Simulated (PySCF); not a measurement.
# CH₅Ge: irc calculation (part 1 of 2)

- system: CH₅Ge, multiplicity 2, SMILES [CH2][GeH3]
- method: HF/LANL08, UHF, dispersion D3(BJ), core potentials lanl08 (PySCF 2.14.0)

The input sets isotopic masses. The geometry was optimised with HF/LANL08 saddle.

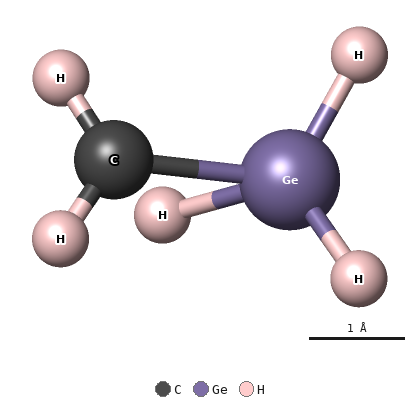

**Figure 1.** The structure as given in the input (ball-and-stick view, seen at a tilt). Sticks mark near contacts. Bond lengths as drawn: C–Ge 1.93 Å, C–H 1.07 Å and Ge–H 1.51 to 1.65 Å.

## The input (run.py)
```python
import numpy
from pyscf import gto
from pyscf import df
from pyscf.hessian import thermo

mol = gto.M(
    atom='''
C     -0.270735    -1.151057     0.159346
Ge     0.214114     0.703316    -0.032401
H     -1.288478    -1.429824     0.359199
H      0.397847    -1.925393    -0.167600
H     -0.436176    -0.303096    -1.168092
H     -0.644222     1.641670     0.788773
H      1.704543     0.952777     0.057065
''',
    spin=1,
    basis={'default': 'lanl08', 'C': '6-311g**', 'H': '6-311g**'},
    verbose=3,
    max_memory=1860,
    ecp={'Ge': 'lanl08'},
)

mf = mol.UHF()
mf = mf.density_fit(auxbasis=df.aug_etb(mol, beta=2.0))
mf.disp = 'd3bj'
mf = mf.newton()
mf.kernel()
modes = thermo.harmonic_analysis(mol, mf.Hessian().kernel())
print('lowest modes (1/cm)', numpy.round(modes['freq_wavenumber'][:3], 1))
w = numpy.sqrt(mol.atom_mass_list(isotope_avg=True))[:, None]
mode = modes['norm_mode'][0] * w
mode /= numpy.linalg.norm(mode)
scanner = mf.nuc_grad_method().as_scanner()
x_ts, e_ts, ds = mol.atom_coords() * w, mf.e_tot, 0.1  # mass-weighted, bohr amu^1/2
path = []
for sign in (1, -1):
    x, e_old = x_ts + sign * ds * mode, e_ts
    for k in range(1, 13):
        e, g = scanner(mol.set_geom_(x / w, unit='bohr', inplace=False))
        if e > e_old:
            break
        path.append((sign * k * ds, e, x / w, g))
        d1 = -g / w / numpy.linalg.norm(g / w)
        g2 = scanner(mol.set_geom_((x + 0.5 * ds * d1) / w, unit='bohr', inplace=False))[1] / w  # midpoint rule
        x, e_old = x - ds * g2 / numpy.linalg.norm(g2), e
path.sort(key=lambda p: p[0])
print('s (bohr amu^1/2)   E - E(TS) (kcal/mol)')
for s, e, x, g in path:
    print('%7.2f %10.3f' % (s, (e - e_ts) * 627.5095))
for s, e, x, g in (path[0], path[-1]):
    print('end at s = %.2f' % s)
    print(mol.set_geom_(x, unit='bohr', inplace=False).tostring())
```

Machine: 1 thread of Arm Neoverse V2, 24 GiB of memory available, shared host.

Launch command:
```bash
OMP_NUM_THREADS=1 python run.py
```

## Output
```
WARN: HOMO -0.071998570409157 >= LUMO -0.071998570409157

converged SCF energy = -44.3176797340683  <S^2> = 0.84837664  2S+1 = 2.0960693

WARN: DFTD3 does not support analytical Hessian, using finite difference

WARN: Mole.unit (angstrom) is changed to Bohr

lowest modes (1/cm) [  0. +2032.1j 339.6   +0.j  535.    +0.j ]

WARN: Mole.unit (angstrom) is changed to bohr

converged SCF energy = -44.3184458226237  <S^2> = 0.84845194  2S+1 = 2.0961412
--------------- SecondOrderDFUHF_Scanner gradients ---------------
         x                y                z
0 C     0.0022944776    -0.0060316957     0.0130501635
1 Ge    -0.0032918498    -0.0080648788    -0.0029999108
2 H    -0.0002802432     0.0000316546    -0.0008037363
3 H    -0.0002061068    -0.0000021729    -0.0008204601
4 H     0.0018849186     0.0130255425    -0.0061660012
5 H    -0.0000349633     0.0004656751    -0.0011855234
6 H    -0.0003662331     0.0005758753    -0.0010745317
----------------------------------------------

WARN: Mole.unit (angstrom) is changed to bohr

converged SCF energy = -44.3193904246265  <S^2> = 0.84385251  2S+1 = 2.0917481
--------------- SecondOrderDFUHF_Scanner gradients ---------------
         x                y                z
0 C     0.0034518127    -0.0089543347     0.0194489786
1 Ge    -0.0048217004    -0.0116332939    -0.0045391788
2 H    -0.0004699626     0.0000348437    -0.0012747096
3 H    -0.0003358836    -0.0000044653    -0.0013100619
4 H     0.0027848338     0.0191205873    -0.0090337801
5 H    -0.0000691773     0.0006441920    -0.0017205355
6 H    -0.0005399227     0.0007924709    -0.0015707127
----------------------------------------------

WARN: Mole.unit (angstrom) is changed to bohr

converged SCF energy = -44.320679911301  <S^2> = 0.83670202  2S+1 = 2.0849
--------------- SecondOrderDFUHF_Scanner gradients ---------------
         x                y                z
0 C     0.0045099915    -0.0117076348     0.0255281266
1 Ge    -0.0062592093    -0.0148355981    -0.0061126236
2 H    -0.0006015321     0.0000567486    -0.0018074773
3 H    -0.0004947908     0.0000073734    -0.0018377342
4 H     0.0036572052     0.0247521375    -0.0115469738
5 H    -0.0001099272     0.0007714784    -0.0022045568
6 H    -0.0007017371     0.0009554949    -0.0020187609
----------------------------------------------

WARN: Mole.unit (angstrom) is changed to bohr

converged SCF energy = -44.3222825120637  <S^2> = 0.82766769  2S+1 = 2.0762155
--------------- SecondOrderDFUHF_Scanner gradients ---------------
         x                y                z
0 C     0.0055741808    -0.0141801645     0.0312050635
1 Ge    -0.0075837809    -0.0176467391    -0.0077033269
2 H    -0.0008030679     0.0000659675    -0.0023806803
3 H    -0.0006667473     0.0000194673    -0.0024193054
4 H     0.0044954359     0.0298377375    -0.0136576418
5 H    -0.0001616601     0.0008458118    -0.0026292328
6 H    -0.0008543603     0.0010579195    -0.0024148764
----------------------------------------------

WARN: Mole.unit (angstrom) is changed to bohr

converged SCF energy = -44.3241671246717  <S^2> = 0.81755985  2S+1 = 2.0664558
--------------- SecondOrderDFUHF_Scanner gradients ---------------
         x                y                z
0 C     0.0065761322    -0.0164647747     0.0366004805
1 Ge    -0.0087880220    -0.0200547458    -0.0092849132
2 H    -0.0009849980     0.0000846910    -0.0029991080
3 H    -0.0008511231     0.0000326135    -0.0030385694
4 H     0.0052575089     0.0344217084    -0.0155383294
5 H    -0.0002258679     0.0008750307    -0.0029860546
6 H    -0.0009836301     0.0011054769    -0.0027535059
----------------------------------------------

WARN: Mole.unit (angstrom) is changed to bohr

converged SCF energy = -44.3263118585778  <S^2> = 0.80706728  2S+1 = 2.0562755
--------------- SecondOrderDFUHF_Scanner gradients ---------------
         x                y                z
0 C     0.0076177624    -0.0186933539     0.0420052774
1 Ge    -0.0098785833    -0.0220754956    -0.0108693617
2 H    -0.0012132336     0.0000964318    -0.0036523176
3 H    -0.0010392194     0.0000384144    -0.0037042399
4 H     0.0059084306     0.0386819967    -0.0174701669
5 H    -0.0002986992     0.0008554091    -0.0032760992
6 H    -0.0010964575     0.0010965974    -0.0030330921
----------------------------------------------

WARN: Mole.unit (angstrom) is changed to bohr

converged SCF energy = -44.3287119798883  <S^2> = 0.79694307  2S+1 = 2.0464047
--------------- SecondOrderDFUHF_Scanner gradients ---------------
         x                y                z
0 C     0.0087090408    -0.0210350433     0.0477100507
1 Ge    -0.0108567991    -0.0237314606    -0.0124368899
2 H    -0.0014485184     0.0001052934    -0.0043254630
3 H    -0.0012268834     0.0000324898    -0.0043929108
4 H     0.0063864968     0.0427858121    -0.0198068657
5 H    -0.0003796501     0.0008002868    -0.0034956558
6 H    -0.0011836866     0.0010426219    -0.0032522655
----------------------------------------------

WARN: Mole.unit (angstrom) is changed to bohr

converged SCF energy = -44.3313685340564  <S^2> = 0.78771531  2S+1 = 2.0373663
--------------- SecondOrderDFUHF_Scanner gradients ---------------
         x                y                z
0 C     0.0098830432    -0.0233970702     0.0536800681
1 Ge    -0.0117247348    -0.0250509116    -0.0139691170
2 H    -0.0017243553     0.0001080214    -0.0050215471
3 H    -0.0014057548     0.0000094332    -0.0051195617
4 H     0.0066866955     0.0466739667    -0.0225096684
5 H    -0.0004678520     0.0007110992    -0.0036472436
6 H    -0.0012470418     0.0009454613    -0.0034129303
----------------------------------------------

WARN: Mole.unit (angstrom) is changed to bohr

converged SCF energy = -44.3342730683383  <S^2> = 0.77971774  2S+1 = 2.0295002
--------------- SecondOrderDFUHF_Scanner gradients ---------------
         x                y                z
0 C     0.0110238696    -0.0255566587     0.0593655986
1 Ge    -0.0125142480    -0.0261273121    -0.0154793859
2 H    -0.0019805470     0.0001074527    -0.0057235361
3 H    -0.0016001576    -0.0000090329    -0.0058412654
4 H     0.0069163802     0.0501696172    -0.0250677193
5 H    -0.0005558584     0.0005977369    -0.0037363872
6 H    -0.0012894387     0.0008181968    -0.0035173047
----------------------------------------------

WARN: Mole.unit (angstrom) is changed to bohr

converged SCF energy = -44.3373887214987  <S^2> = 0.77316814  2S+1 = 2.0230355
--------------- SecondOrderDFUHF_Scanner gradients ---------------
         x                y                z
0 C     0.0121004588    -0.0271513731     0.0643081740
1 Ge    -0.0131971828    -0.0269554739    -0.0168827791
2 H    -0.0022541338     0.0001107828    -0.0064455848
3 H    -0.0017924545    -0.0000282670    -0.0065890380
4 H     0.0070987980     0.0528934517    -0.0270503900
5 H    -0.0006504612     0.0004670244    -0.0037670320
6 H    -0.0013050244     0.0006638549    -0.0035733501
----------------------------------------------

WARN: Mole.unit (angstrom) is changed to bohr

converged SCF energy = -44.3406634112013  <S^2> = 0.76798313  2S+1 = 2.017903
--------------- SecondOrderDFUHF_Scanner gradients ---------------
         x                y                z
0 C     0.0130076207    -0.0281060779     0.0681106052
1 Ge    -0.0138046576    -0.0276199245    -0.0181992596
2 H    -0.0024910787     0.0001175474    -0.0071676371
3 H    -0.0020072183    -0.0000276658    -0.0073183244
4 H     0.0073418771     0.0548188190    -0.0280866028
5 H    -0.0007413952     0.0003237254    -0.0037518090
6 H    -0.0013051481     0.0004935764    -0.0035869721
----------------------------------------------

WARN: Mole.unit (angstrom) is changed to bohr

converged SCF energy = -44.3440363708991  <S^2> = 0.76401102  2S+1 = 2.0139623
--------------- SecondOrderDFUHF_Scanner gradients ---------------
         x                y                z
0 C     0.0137849629    -0.0283558426     0.0708321081
1 Ge    -0.0143248280    -0.0281267637    -0.0193851290
2 H    -0.0027373421     0.0001294748    -0.0079057281
3 H    -0.0022218724    -0.0000243245    -0.0080665623
4 H     0.0076187940     0.0558924638    -0.0282125977
5 H    -0.0008366801     0.0001749130    -0.0036949994
6 H    -0.0012830344     0.0003100792    -0.0035670917
----------------------------------------------

WARN: Mole.unit (angstrom) is changed to bohr

converged SCF energy = -44.3474545780139  <S^2> = 0.76104104  2S+1 = 2.0110107
--------------- SecondOrderDFUHF_Scanner gradients ---------------
         x                y                z
0 C     0.0144047054    -0.0280335876     0.0725127114
1 Ge    -0.0147684263    -0.0285131143    -0.0204398190
2 H    -0.0029570420     0.0001429619    -0.0086331522
3 H    -0.0024479339    -0.0000087132    -0.0087922089
4 H     0.0079479550     0.0562673288    -0.0275131392
5 H    -0.0009263879     0.0000226437    -0.0036123746
6 H    -0.0012528702     0.0001224808    -0.0035220176
----------------------------------------------

WARN: Mole.unit (angstrom) is changed to bohr

converged SCF energy = -44.3508690072542  <S^2> = 0.75884548  2S+1 = 2.008826
--------------- SecondOrderDFUHF_Scanner gradients ---------------
         x                y                z
0 C     0.0149019305    -0.0271537713     0.0732756239
1 Ge    -0.0151512195    -0.0288174817    -0.0213774452
2 H    -0.0031902858     0.0001554649    -0.0093690592
3 H    -0.0026697834     0.0000008269    -0.0095318582
4 H     0.0083346476     0.0560109469    -0.0260351418
5 H    -0.0010175049    -0.0001278959    -0.0035049911
6 H    -0.0012077846    -0.0000680898    -0.0034571285
----------------------------------------------

WARN: Mole.unit (angstrom) is changed to bohr

converged SCF energy = -44.3542457079861  <S^2> = 0.75725756  2S+1 = 2.0072444
--------------- SecondOrderDFUHF_Scanner gradients ---------------
         x                y                z
0 C     0.0152805484    -0.0258782705     0.0732874431
1 Ge    -0.0154629243    -0.0290378797    -0.0221670301
2 H    -0.0034026378     0.0001637253    -0.0100789558
3 H    -0.0028941432     0.0000127588    -0.0102381183
4 H     0.0087419811     0.0552674970    -0.0240322630
5 H    -0.0011010180    -0.0002748197    -0.0033893102
6 H    -0.0011618063    -0.0002530112    -0.0033817658
----------------------------------------------

WARN: Mole.unit (angstrom) is changed to bohr

converged SCF energy = -44.3575486236147  <S^2> = 0.75610686  2S+1 = 2.0060976
--------------- SecondOrderDFUHF_Scanner gradients ---------------
         x                y                z
0 C     0.0155398150    -0.0241744241     0.0725137263
1 Ge    -0.0157289867    -0.0292183865    -0.0228483844
2 H    -0.0036355092     0.0001630759    -0.0107885531
3 H    -0.0031086955     0.0000069294    -0.0109535257
4 H     0.0092234116     0.0540705488    -0.0213651671
5 H    -0.0011847614    -0.0004142344    -0.0032610298
6 H    -0.0011052738    -0.0004335091    -0.0032970663
----------------------------------------------

WARN: Mole.unit (angstrom) is changed to bohr

converged SCF energy = -44.3607645942811  <S^2> = 0.7552956  2S+1 = 2.0052886
--------------- SecondOrderDFUHF_Scanner gradients ---------------
         x                y                z
0 C     0.0157205715    -0.0222639141     0.0712947307
1 Ge    -0.0159156605    -0.0293149580    -0.0233550412
2 H    -0.0038435892     0.0001516853    -0.0114513457
3 H    -0.0033208062    -0.0000032181    -0.0116150824
4 H     0.0096703282     0.0525710555    -0.0185235422
5 H    -0.0012606480    -0.0005415384    -0.0031365199
6 H    -0.0010501958    -0.0005991122    -0.0032131993
----------------------------------------------

WARN: Mole.unit (angstrom) is changed to bohr

converged SCF energy = -44.3638668913564  <S^2> = 0.75471512  2S+1 = 2.0047096
--------------- SecondOrderDFUHF_Scanner gradients ---------------
         x                y                z
0 C     0.0157825196    -0.0200368834     0.0693973604
1 Ge    -0.0160444266    -0.0293488602    -0.0237355363
2 H    -0.0040811465     0.0001219746    -0.0121031985
3 H    -0.0035159544    -0.0000452981    -0.0122801805
4 H     0.0101797172     0.0507167051    -0.0151478544
5 H    -0.0013396524    -0.0006533964    -0.0030039899
6 H    -0.0009810569    -0.0007542416    -0.0031266008
----------------------------------------------

WARN: Mole.unit (angstrom) is changed to bohr

converged SCF energy = -44.3668623704993  <S^2> = 0.75431743  2S+1 = 2.0043128
--------------- SecondOrderDFUHF_Scanner gradients ---------------
         x                y                z
0 C     0.0158245041    -0.0178384054     0.0674632364
1 Ge    -0.0160504473    -0.0292157410    -0.0238806365
2 H    -0.0042816570     0.0000750293    -0.0126796564
3 H    -0.0037053046    -0.0000955168    -0.0128600656
4 H     0.0105337800     0.0486989888    -0.0121155223
5 H    -0.0014147781    -0.0007398545    -0.0028791053
6 H    -0.0009060971    -0.0008845004    -0.0030482503
----------------------------------------------

WARN: Mole.unit (angstrom) is changed to bohr

converged SCF energy = -44.3697293024693  <S^2> = 0.75403574  2S+1 = 2.0040317
--------------- SecondOrderDFUHF_Scanner gradients ---------------
         x                y                z
0 C     0.0157537125    -0.0154255639     0.0649662790
1 Ge    -0.0159602184    -0.0289300621    -0.0238613140
2 H    -0.0045234562    -0.0000004899    -0.0132331131
3 H    -0.0038682580    -0.0001941750    -0.0134380704
4 H     0.0109030920     0.0463492433    -0.0087219227
5 H    -0.0015007939    -0.0007997139    -0.0027421993
6 H    -0.0008040780    -0.0009992383    -0.0029696596
----------------------------------------------

WARN: Mole.unit (angstrom) is changed to bohr

converged SCF energy = -44.3724864732349  <S^2> = 0.75385027  2S+1 = 2.0038466
--------------- SecondOrderDFUHF_Scanner gradients ---------------
         x                y                z
0 C     0.0157291825    -0.0132887044     0.0628772159
1 Ge    -0.0156993934    -0.0283653615    -0.0235586865
2 H    -0.0047061231    -0.0000964063    -0.0136780815
3 H    -0.0040247823    -0.0002977908    -0.0138910771
4 H     0.0109755979     0.0439536045    -0.0062352740
5 H    -0.0015857885    -0.0008236685    -0.0026122269
6 H    -0.0006886932    -0.0010816730    -0.0029018699
----------------------------------------------

WARN: Mole.unit (angstrom) is changed to bohr

converged SCF energy = -44.3751151105826  <S^2> = 0.75372052  2S+1 = 2.0037171
--------------- SecondOrderDFUHF_Scanner gradients ---------------
         x                y                z
0 C     0.0156027218    -0.0109943845     0.0603136458
1 Ge    -0.0153428307    -0.0276308767    -0.0231094359
2 H    -0.0049452813    -0.0002288917    -0.0140889601
3 H    -0.0041425377    -0.0004659491    -0.0143397335
4 H     0.0110533019     0.0412842800    -0.0034744922
5 H    -0.0016856523    -0.0008167597    -0.0024670653
6 H    -0.0005397216    -0.0011474183    -0.0028339588
----------------------------------------------

WARN: Mole.unit (angstrom) is changed to bohr

converged SCF energy = -44.3776372473804  <S^2> = 0.75364081  2S+1 = 2.0036375
--------------- SecondOrderDFUHF_Scanner gradients ---------------
         x                y                z
0 C     0.0155593368    -0.0091381403     0.0584281971
1 Ge    -0.0148535809    -0.0266746510    -0.0224442396
2 H    -0.0050951184    -0.0003751391    -0.0143654318
3 H    -0.0042577300    -0.0006223974    -0.0146268481
4 H     0.0108159046     0.0387792043    -0.0018769610
5 H    -0.0017714041    -0.0007858234    -0.0023385031
6 H    -0.0003974080    -0.0011830530    -0.0027762134
----------------------------------------------

WARN: Mole.unit (angstrom) is changed to bohr

converged SCF energy = -44.380042106918  <S^2> = 0.75358708  2S+1 = 2.0035839
```
